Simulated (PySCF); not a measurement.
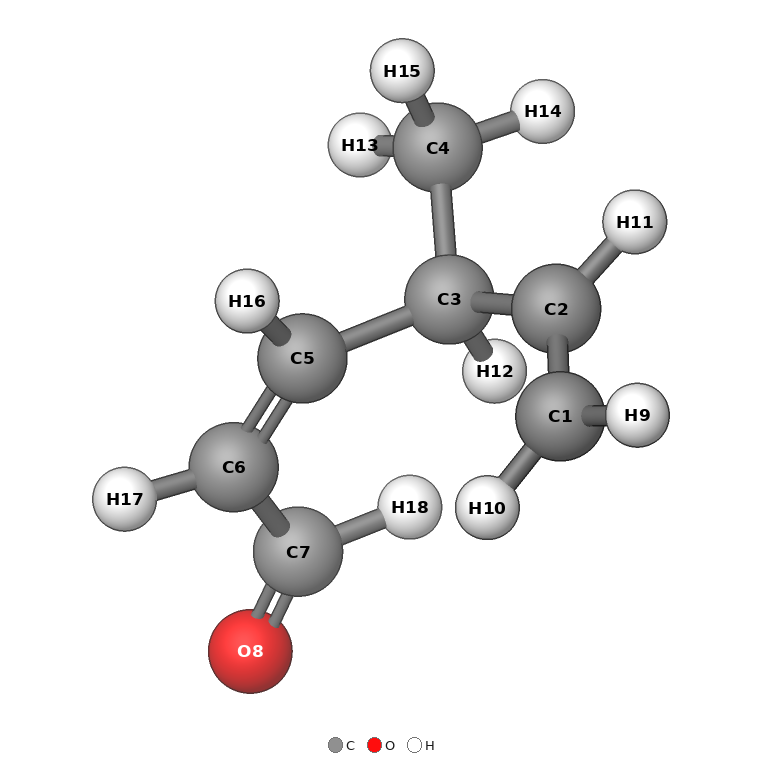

Charge +1, doublet. Computed geometry: GFN2-xTB optimisation. No frequency run is at hand to confirm it as a minimum. Method: UKS B3LYP, pcH-1 on C H O, non-relativistic (PySCF 2.14.0). Fermi-contact and spin-dipolar terms alone, no spin-orbit part.

Which nucleus has the largest dipolar (anisotropic) hyperfine coupling?

17O at O8: principal values −125.4, 56.5, 68.9 MHz.

List the isotropic and dipolar parts for the most strongly coupled nuclei, one of each equivalent set.

```json
{"atom": "O8", "isotope": "17O", "a_iso (MHz)": "−25.7", "dipolar part (MHz)": "−125.4, 56.5, 68.9"}
{"atom": "C1", "isotope": "13C", "a_iso (MHz)": "15.3", "dipolar part (MHz)": "−21.4, −20.8, 42.2"}
{"atom": "C6", "isotope": "13C", "a_iso (MHz)": "32.1", "dipolar part (MHz)": "−10.6, −8.6, 19.2"}
{"atom": "C2", "isotope": "13C", "a_iso (MHz)": "−3.3", "dipolar part (MHz)": "−9.4, −7.1, 16.6"}
{"atom": "C3", "isotope": "13C", "a_iso (MHz)": "−1.8", "dipolar part (MHz)": "−8.1, −7.6, 15.7"}
{"atom": "C7", "isotope": "13C", "a_iso (MHz)": "−43.6", "dipolar part (MHz)": "−13.1, 2.8, 10.3"}
{"atom": "H18", "isotope": "1H", "a_iso (MHz)": "251.7", "dipolar part (MHz)": "−7.8, −5.2, 13.0"}
{"atom": "H9", "isotope": "1H", "a_iso (MHz)": "−15.2", "dipolar part (MHz)": "−10.3, −2.1, 12.3"}
```
